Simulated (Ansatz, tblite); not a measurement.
# SnHBr3: rung by rung, part 2 of 2

Aim: run the singlet of SnHBr3 at one geometry on many levels, and compare frontier levels, spin and run time.

Ansatz 0.2.0, Gaussian basis; as each input shows. Earlier steps stand in the parts before.

### Step 16. PBE-D4/def2-TZVPD

Input file in.yaml:

```yaml
crystal:
  periodic: [false, false, false]
  atoms:
    - {symbol: Sn, position_ang: [0.000638, -0.001496, 0.185150]}
    - {symbol: H, position_ang: [0.007468, -0.015202, 1.888264]}
    - {symbol: Br, position_ang: [2.309530, 0.010492, -0.700254]}
    - {symbol: Br, position_ang: [-1.163014, 2.005698, -0.670429]}
    - {symbol: Br, position_ang: [-1.154612, -1.999491, -0.702731]}
basis:
  gaussian: {orbitals: def2-TZVPD, initial_orbitals: start.molden}
hamiltonian: {xc: pbe, dispersion: d4}
scf: {omitted_lower_state_checks: [starts]}
output: {orbitals: {seedname: orbitals}}
```

Launch:

```bash
ansatz run in.yaml --threads 4 --pin off --events-out ev --progress --plain --max-ram 3916MiB
```

Log:

```text
Functional definition: PBE
  name "PBE"
  cite "Perdew, Burke & Ernzerhof, Phys. Rev. Lett. 77, 3865 (1996) doi:10.1103/PhysRevLett.77.3865"
  parent pbe
  parameter kappa = 0.804
  parameter beta = 0.06672455060314922
  exchange = pbe_x(kappa = kappa, mu = beta*pi^2/3)
  correlation = pbe_c(beta = beta)
these checks for a lower state are left out or cut short: starts
1715 factors; their error is unknown
mean field evaluation 1: about -215958.8422 eV, gradient 1.8e1 eV
mean field evaluation 2: about -215959.0174 eV, gradient 2.9e-1 eV
mean field evaluation 4: about -215959.0064 eV, gradient 1.4e-1 eV
mean field -215959.00638423 eV, -7936.3471023483 hartree, gradient 3.3e-5 eV, S^2 0.000000; 0 other end points of the search recorded, 0 dependent functions left out
reference -215959.00645095 eV, -7936.3471048003 hartree; 64, 64 occupied and 172, 172 virtual orbitals, 1715 factors
Total energy: -215959.21792571 eV, -7936.3548763543 hartree
Checks for a lower state left out: starts
```

Wall time 3.6 s (4 threads of Arm Neoverse V2, shared host).

HOMO -7.41 eV, LUMO -3.63 eV.

### Step 17. r2SCAN-D4/def2-TZVPD

in.yaml, as its differences from that of step 16:

```diff
@@ -10,3 +10,3 @@
   gaussian: {orbitals: def2-TZVPD, initial_orbitals: start.molden}
-hamiltonian: {xc: pbe, dispersion: d4}
+hamiltonian: {xc: r2scan, dispersion: d4}
 scf: {omitted_lower_state_checks: [starts]}
```

The command is unchanged.

Log:

```text
Functional definition: r2SCAN
  name "r2SCAN"
  cite "Furness, Kaplan, Ning, Perdew & Sun, J. Phys. Chem. Lett. 11, 8208 (2020) doi:10.1021/acs.jpclett.0c02405"
  cite "Furness, Kaplan, Ning, Perdew & Sun, J. Phys. Chem. Lett. 11, 9248 (2020) doi:10.1021/acs.jpclett.0c03077"
  parent r2scan
  parameter k0 = 0.174
  parameter k1 = 0.065
  parameter a1 = 4.9479
  exchange = r2scan_x(k0 = k0, k1 = k1, a1 = a1)
  correlation = r2scan_c
these checks for a lower state are left out or cut short: starts
1715 factors; their error is unknown
mean field evaluation 1: about -215991.7001 eV, gradient 1.5e1 eV
mean field evaluation 2: about -215991.7863 eV, gradient 1.6e-1 eV
mean field evaluation 4: about -215991.7674 eV, gradient 3.3e-4 eV
mean field -215991.76735192 eV, -7937.5510457047 hartree, gradient 9.1e-6 eV, S^2 0.000000; 0 other end points of the search recorded, 0 dependent functions left out
reference -215991.76737488 eV, -7937.5510465488 hartree; 64, 64 occupied and 172, 172 virtual orbitals, 1715 factors
Total energy: -215991.81288394 eV, -7937.5527189756 hartree
Checks for a lower state left out: starts
```

It took 7.5 s on 4 threads of Arm Neoverse V2, shared host.

From the report: HOMO -7.75 eV, LUMO -3.48 eV.

### Step 18. CCSD(T)/def2-SVP

in.yaml, as its differences from that of step 17:

```diff
@@ -9,4 +9,4 @@
 basis:
-  gaussian: {orbitals: def2-TZVPD, initial_orbitals: start.molden}
-hamiltonian: {xc: r2scan, dispersion: d4}
+  gaussian: {orbitals: def2-SVP, initial_orbitals: start.molden}
+correlation: {method: ccsd_t}
 scf: {omitted_lower_state_checks: [starts]}
```

Same command.

Log:

```text
Functional definition: HF
  name "HF"
  cite "Fock, Z. Phys. 61, 126 (1930) doi:10.1007/BF01340294"
  parent pbe
  exchange = exact_x
  correlation = 0
these checks for a lower state are left out or cut short: starts
1302 factors; integrals over basis functions are off by at most 4.4e-4 eV
mean field evaluation 1: about -215795.6294 eV, gradient 2.9e1 eV
mean field evaluation 2: about -215796.4100 eV, gradient 9.3e-1 eV
mean field evaluation 4: about -215796.5028 eV, gradient 4.6e-3 eV
mean field evaluation 8: about -215796.5028 eV, gradient 2.8e-6 eV
mean field -215796.50282965 eV, -7930.3752068665 hartree, gradient 2.8e-6 eV, S^2 0.000000; 0 other end points of the search recorded, 0 dependent functions left out
31 core orbitals not correlated: weight in the atoms' cores, before any rotation towards them, 1.000 or more for the frozen orbitals, at most 0.000 for the correlated occupied ones
reference -215796.50282965 eV, -7930.3752068665 hartree; 33, 33 occupied and 63, 63 virtual orbitals, 1302 factors
second order -21.54443082 eV of doubles, -0.00000000 eV of singles
cycle   1  -21.40602735 eV  change    1.4e-1 eV  update   8.3e-2
cycle   2  -21.83963863 eV  change   -4.3e-1 eV  update   2.4e-2
cycle   3  -21.87859504 eV  change   -3.9e-2 eV  update   1.1e-2
cycle   4  -21.86418108 eV  change    1.4e-2 eV  update   2.2e-3
cycle   5  -21.86542334 eV  change   -1.2e-3 eV  update   8.5e-4
cycle   6  -21.86516903 eV  change    2.5e-4 eV  update   2.3e-4
cycle   7  -21.86500441 eV  change    1.6e-4 eV  update   8.4e-5
cycle   8  -21.86503554 eV  change   -3.1e-5 eV  update   2.9e-5
perturbative correction -0.50873819 eV, -0.0186957838 hartree
Total energy: -215818.87660338 eV, -7931.1974278857 hartree
Checks for a lower state left out: starts
```

It took 19 s on 4 threads of Arm Neoverse V2, shared host; peak memory 0.73 GiB.

Report: Hartree-Fock HOMO -11.56 eV, LUMO 0.96 eV; T1 0.007.

### Step 19. MP2/def2-TZVP

in.yaml, as its differences from that of step 18:

```diff
@@ -9,4 +9,4 @@
 basis:
-  gaussian: {orbitals: def2-SVP, initial_orbitals: start.molden}
-correlation: {method: ccsd_t}
+  gaussian: {orbitals: def2-TZVP, initial_orbitals: start.molden}
+correlation: {method: mp2}
 scf: {omitted_lower_state_checks: [starts]}
```

The command is unchanged.

Log:

```text
Functional definition: HF
  name "HF"
  cite "Fock, Z. Phys. 61, 126 (1930) doi:10.1007/BF01340294"
  parent pbe
  exchange = exact_x
  correlation = 0
these checks for a lower state are left out or cut short: starts
1503 factors; integrals over basis functions are off by at most 1.2e-3 eV
mean field evaluation 1: about -215821.3848 eV, gradient 4.1e1 eV
mean field evaluation 2: about -215822.3616 eV, gradient 1.3e0 eV
mean field evaluation 4: about -215822.6407 eV, gradient 1.4e-2 eV
mean field evaluation 8: about -215822.6409 eV, gradient 5.8e-7 eV
mean field -215822.64090967 eV, -7931.3357635901 hartree, gradient 1.9e-6 eV, S^2 0.000000; 0 other end points of the search recorded, 0 dependent functions left out
31 core orbitals not correlated: weight in the atoms' cores, before any rotation towards them, 1.000 or more for the frozen orbitals, at most 0.000 for the correlated occupied ones
reference -215822.64090967 eV, -7931.3357635901 hartree; 33, 33 occupied and 136, 136 virtual orbitals, 1503 factors
second order -30.69708610 eV of doubles, -0.00000000 eV of singles
Total energy: -215853.33799577 eV, -7932.4638606971 hartree
Checks for a lower state left out: starts
```

It took 4.8 s on 4 threads of Arm Neoverse V2, shared host; peak memory 0.6 GiB.

Report: Hartree-Fock HOMO -11.63 eV, LUMO 0.78 eV.

### Step 20. RPA/def2-TZVP

in.yaml, as its differences from that of step 19:

```diff
@@ -10,4 +10,4 @@
   gaussian: {orbitals: def2-TZVP, initial_orbitals: start.molden}
-correlation: {method: mp2}
+hamiltonian: {xc: pbe}
+correlation: {method: rpa}
 scf: {omitted_lower_state_checks: [starts]}
-output: {orbitals: {seedname: orbitals}}
```

Same command.

Log:

```text
Functional definition: PBE
  name "PBE"
  cite "Perdew, Burke & Ernzerhof, Phys. Rev. Lett. 77, 3865 (1996) doi:10.1103/PhysRevLett.77.3865"
  parent pbe
  parameter kappa = 0.804
  parameter beta = 0.06672455060314922
  exchange = pbe_x(kappa = kappa, mu = beta*pi^2/3)
  correlation = pbe_c(beta = beta)
these checks for a lower state are left out or cut short: starts
1503 factors; integrals over basis functions are off by at most 1.2e-3 eV
mean field evaluation 1: about -215958.8312 eV, gradient 1.4e1 eV
mean field evaluation 2: about -215958.9713 eV, gradient 2.0e-1 eV
mean field evaluation 4: about -215958.9707 eV, gradient 3.1e-4 eV
mean field -215958.97070862 eV, -7936.3457912941 hartree, gradient 4.0e-6 eV, S^2 0.000000; 0 other end points of the search recorded, 0 dependent functions left out
31 core orbitals not correlated: weight in the atoms' cores, before any rotation towards them, 1.000 or more for the frozen orbitals, at most 0.000 for the correlated occupied ones
reference -215820.74187112 eV, -7931.2659752105 hartree; 33, 33 occupied and 136, 136 virtual orbitals, 1503 factors
Total energy: -215865.39945337 eV, -7932.9071110882 hartree
Checks for a lower state left out: starts
```

It took 6 s on 4 threads of Arm Neoverse V2, shared host.

### Step 21. Comparison

| level | functions | HOMO (eV) | LUMO (eV) | gap (eV) | time |
| --- | --- | --- | --- | --- | --- |
| LDA/def2-TZVP | 200 | -7.54 | -3.87 | 3.67 | 1.2 s |
| PBE-D4/def2-SVP | 127 | -7.20 | -3.43 | 3.77 | 1.2 s |
| PBE-D4/def2-TZVP | 200 | -7.38 | -3.59 | 3.80 | 2.2 s |
| PBE-D4/def2-TZVPD | 236 | -7.41 | -3.63 | 3.78 | 3.6 s |
| BLYP-D4/def2-TZVP | 200 | -7.20 | -3.53 | 3.67 | 2.4 s |
| r2SCAN-D4/def2-TZVP | 200 | -7.74 | -3.45 | 4.29 | 5.5 s |
| r2SCAN-D4/def2-TZVPD | 236 | -7.75 | -3.48 | 4.28 | 7.5 s |
| B97M-V/def2-TZVP | 200 | -7.81 | -3.32 | 4.50 | 11 s |
| r2SCANh-D4/def2-TZVP | 200 | -8.21 | -3.15 | 5.06 | 10 s |
| PBE0-D4/def2-SVP | 127 | -8.56 | -2.66 | 5.90 | 2.4 s |
| PBE0-D4/def2-TZVP | 200 | -8.68 | -2.76 | 5.92 | 5 s |
| PBE0-D4/def2-TZVPD | 236 | -8.70 | -2.81 | 5.89 | 7.5 s |
| r2SCAN0-D4/def2-TZVP | 200 | -8.91 | -2.69 | 6.22 | 8.5 s |
| LC-ωPBE/def2-TZVP | 200 | -11.42 | -0.64 | 10.78 | 3.3 s |

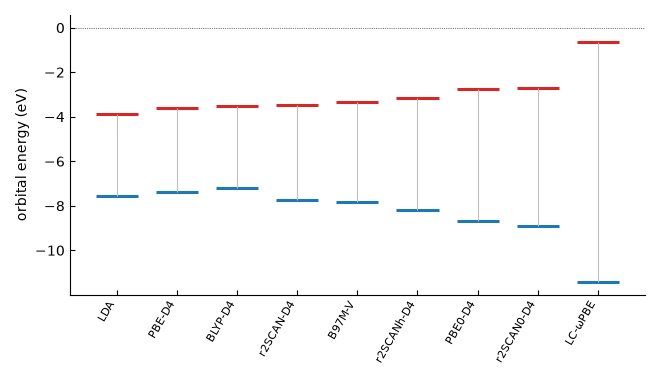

Highest filled (blue) and lowest empty (red) level in def2-TZVP.

Energy pieces by basis (eV):

| basis | HF | MP2 correlation | CCSD correlation | (T) | total |
| --- | --- | --- | --- | --- | --- |
| def2-SVP | -215796.5028 | -21.5444 | -21.8650 | -0.5087 | -215818.8766 |
| def2-TZVP | -215822.6409 | -30.6971 |  |  | -215853.3380 (MP2) |

The correlation energy is far from converged in these sets, so it jumps between bases; where outer-core shells are correlated, the sets cover them unevenly.

### Step 22. Binding energy

Free atoms were run apart at each level; binding is atoms less cluster, divided by the number of atoms, without zero-point or spin-orbit terms.

Differences are taken before rounding.

| method | binding an atom (eV) | from CCSD(T)/def2-SVP (eV) | time |
| --- | --- | --- | --- |
| HF/def2-SVP | 1.596 | -0.550 |  |
| HF/def2-TZVP | 1.642 | -0.504 |  |
| LDA/def2-TZVP | 2.773 | +0.628 | 1.2 s |
| PBE-D4/def2-SVP | 2.386 | +0.241 | 1.2 s |
| PBE-D4/def2-TZVP | 2.408 | +0.262 | 2.2 s |
| PBE-D4/def2-TZVPD | 2.407 | +0.261 | 3.6 s |
| BLYP-D4/def2-TZVP | 2.301 | +0.155 | 2.4 s |
| r2SCAN-D4/def2-TZVP | 2.413 | +0.267 | 5.5 s |
| r2SCAN-D4/def2-TZVPD | 2.413 | +0.267 | 7.5 s |
| B97M-V/def2-TZVP | 2.416 | +0.270 | 11 s |
| r2SCANh-D4/def2-TZVP | 2.390 | +0.244 | 10 s |
| PBE0-D4/def2-SVP | 2.341 | +0.195 | 2.4 s |
| PBE0-D4/def2-TZVP | 2.374 | +0.229 | 5 s |
| PBE0-D4/def2-TZVPD | 2.375 | +0.229 | 7.5 s |
| r2SCAN0-D4/def2-TZVP | 2.358 | +0.212 | 8.5 s |
| LC-ωPBE/def2-TZVP | 2.277 | +0.131 | 3.3 s |
| MP2/def2-SVP | 2.225 | +0.080 |  |
| MP2/def2-TZVP | 2.338 | +0.192 | 4.8 s |
| CCSD/def2-SVP | 2.103 | -0.043 |  |
| CCSD(T)/def2-SVP | 2.146 | 0 | 19 s |

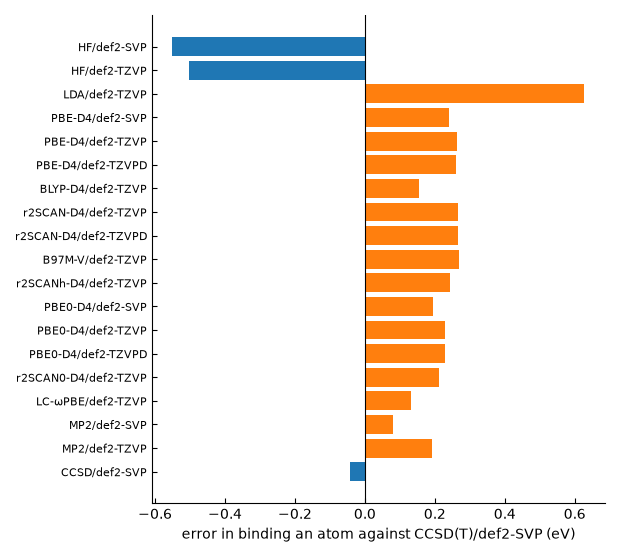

Error of each method against CCSD(T)/def2-SVP.

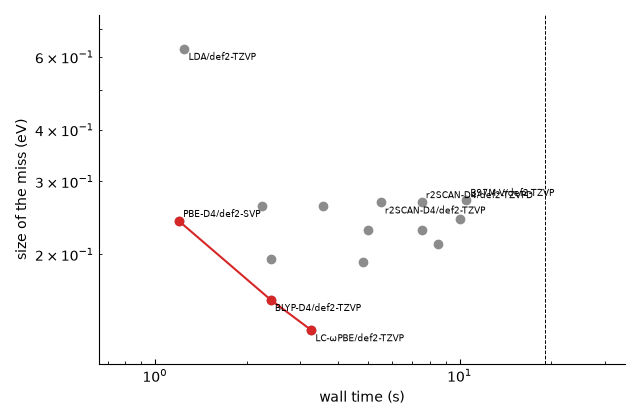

Miss against cost. Red marks the levels that no quicker level drawn beats (of those quicker than the yardstick), and the dashed line is the time of CCSD(T)/def2-SVP. Only those levels and the largest misses are named. Times are from a shared host.

### Step 23. What came out

This closing draws on all 2 parts.

```
                                                 quantity                                  value
gap in def2-TZVP, named functionals, smallest and largest  3.67 eV (BLYP-D4), 10.78 eV (LC-ωPBE)
                     correlation energy, CCSD(T)/def2-SVP                              -22.37 eV
                        correlation energy, MP2/def2-TZVP                              -30.70 eV
                        binding an atom, CCSD(T)/def2-SVP                               2.146 eV
          PBE0 total energy, smallest basis above largest        25.86 eV (def2-SVP, def2-TZVPD)
```

In words: Orbital gaps of the named functionals in def2-TZVP span 3.67 eV (BLYP-D4) to 10.78 eV (LC-ωPBE); exact exchange widens it. The functionals in def2-TZVP miss CCSD(T)/def2-SVP by +0.131 (LC-ωPBE) to +0.628 eV (LDA) an atom. The yardstick is in a double-zeta basis, so levels in larger sets aren't compared like for like. CCSD(T)/def2-SVP isn't at the basis-set limit; small misses against it rank nothing.

LC-ωPBE/def2-TZVP reaches 0.131 eV from the reference in 3.3 s, where CCSD(T)/def2-SVP took 19 s; the quickest level in the cost chart, PBE-D4/def2-SVP, takes 1.2 s and misses by 0.241 eV. The slowest run with a step of its own, CCSD(T)/def2-SVP, took 19 s; the quickest functional in def2-TZVP took 1.2 s (shared host).
